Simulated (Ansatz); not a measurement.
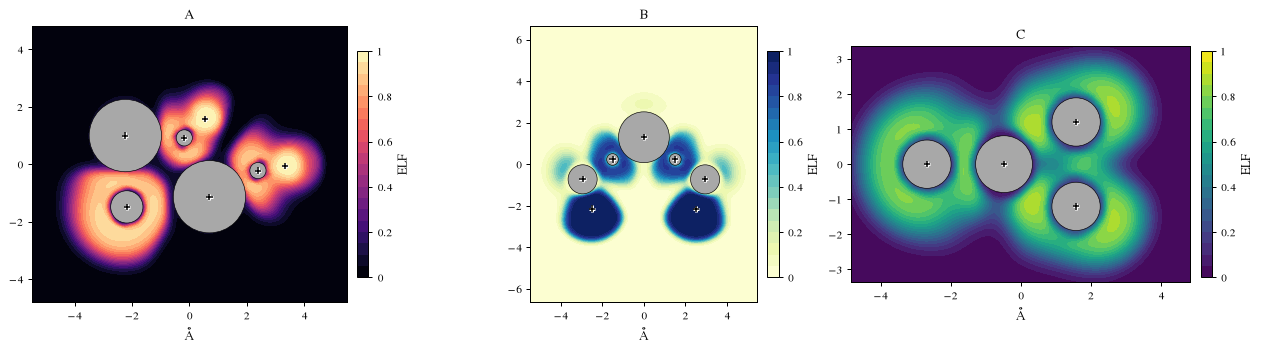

The electron localisation function of 3 systems, each on a plane through atoms (crosses mark nuclei in the plane; grey discs cover the cores).

Theory: UKS PBE0-D4/def2-TZVP in Ansatz.

System 1: H9O3SSi3Ta (charge +1, doublet), the plane of atoms O13, Si14 and H17. Geometry: r2SCAN-D4/def2-SVP; core potentials replace the inner electrons of Ta.

```xyz
17

Ta   -0.0253   -0.0126    0.8101
S    -0.0673   -0.0691    3.1600
O     1.6131   -0.7475    0.3746
Si    3.0905   -1.4150   -0.2385
H     3.9132   -1.6874    0.9636
H     3.6720   -0.3721   -1.1170
H     2.7081   -2.6435   -0.9742
O    -0.1948    1.7432    0.2533
Si   -0.3054    3.3941   -0.2425
H    -0.4866    4.1747    1.0048
H    -1.4775    3.4715   -1.1470
H     0.9710    3.6992   -0.9323
O    -1.4483   -1.0020    0.1639
Si   -2.7600   -1.9636   -0.4178
H    -3.4297   -2.4999    0.7913
H    -2.1481   -3.0236   -1.2546
H    -3.6249   -1.0464   -1.1978
```

System 2: AlSe3 (doublet), the molecular plane. Geometry: PBE-D4/def2-SVP; not at a stationary point (largest force 0.7 eV/Å).

```xyz
4

Al    0.4793   -0.0151    0.0549
Se   -1.6068   -1.1642   -0.0202
Se    2.6736   -0.0607   -0.1228
Se   -1.5461    1.2400    0.0880
```

System 3: H6Hf2O6S (charge +1, doublet), the plane of atoms O4, Hf6 and S5. Geometry: r2SCAN-D4/def2-SVP; core potentials replace the inner electrons of Hf.

```yaml
atoms:
  - { symbol: Hf, position_ang: [-0.3472, 1.3902, -1.4725] }
  - { symbol: O, position_ang: [-0.5844, 3.2296, -1.0675] }
  - { symbol: O, position_ang: [-0.7371, 0.7701, -3.2237] }
  - { symbol: O, position_ang: [-1.0845, 0.1439, -0.0118] }
  - { symbol: S, position_ang: [1.9134, 0.6549, -0.7463] }
  - { symbol: Hf, position_ang: [0.4482, -1.0154, 1.1179] }
  - { symbol: O, position_ang: [1.4646, -0.1533, 2.4877] }
  - { symbol: O, position_ang: [1.3577, -2.4002, 0.1527] }
  - { symbol: O, position_ang: [-1.0598, -1.8411, 1.9753] }
  - { symbol: H, position_ang: [-0.7662, 4.1746, -1.0246] }
  - { symbol: H, position_ang: [-0.9790, 0.6100, -4.1424] }
  - { symbol: H, position_ang: [-1.9707, -0.1186, 0.2907] }
  - { symbol: H, position_ang: [2.0216, 0.0910, 3.2319] }
  - { symbol: H, position_ang: [1.9136, -3.1365, -0.1176] }
  - { symbol: H, position_ang: [-1.5902, -2.3993, 2.5502] }
```

Which map belongs to which system?

Answer. Panel A is system 3, H6Hf2O6S: the plane holds Hf, O, S and H. Hf–O (1.92 Å): the ELF peaks at about 0.80 in the valence shell of O, 0.5 Å from its nucleus, and drops to about 0.20 between the two atoms. Panel B is system 1, H9O3SSi3Ta: the plane holds Ta, O, Si and H. Si–O (1.73 Å): the ELF peaks at about 0.85 between the atoms: a shared but strongly polarised pair. Panel C is system 2, AlSe3: the plane holds Al and Se. Al–Se (2.20 Å): the ELF peaks at about 0.80 in the valence shell of Se, 1.0 Å from its nucleus, and is about 0.80 at the midpoint.
